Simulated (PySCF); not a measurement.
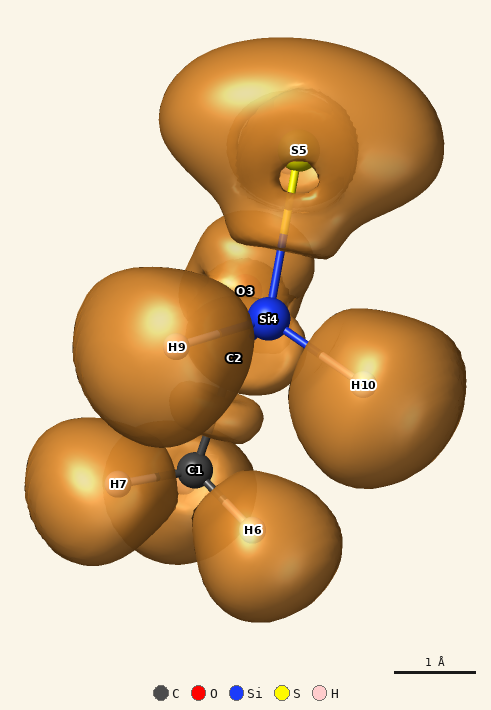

C2H6OSSi (SMILES CC(=O)[SiH2]S). Isosurface of the ELF at 0.75 (orange), seen at an oblique angle. Core shells and regions of very low density are left out.

Geometry: PBE0-D3(BJ)/def2-SVP.

Computed with CAM-B3LYP/def2-SVPD, SCF density, gas phase (PySCF 2.14.0).

```xyz
11

C    -1.6054   -0.2444   -0.2686
C    -0.2548   -0.4405    0.3583
O    -0.0899   -1.1576    1.3205
Si    1.2914    0.4921   -0.3904
S     2.9230   -0.3303    0.6958
H    -1.8494    0.8292   -0.3177
H    -1.5809   -0.6119   -1.3079
H    -2.3749   -0.7842    0.3007
H     1.3683    0.2443   -1.8615
H     1.0879    1.9595   -0.1865
H     1.9994   -0.9916    1.4539
```

Q: Where are the electrons localised?

A: At this value the surface marks out one region between bonded C–C atoms (shared pairs), one region between bonded C–Si atoms (shared pairs), five regions around hydrogen nuclei, one region on O in which the atom's valence shell and bonds are merged and one joined region spread over several atoms (H, S), in which their bonds and any lone pairs are merged.

Values along the shortest contacts:
C–O (1.21 Å): the ELF peaks at about 0.90 between the atoms; a short, multiple covalent bond. C–C (1.50 Å): the ELF peaks at about 0.95 between the atoms, as expected for a shared electron pair.
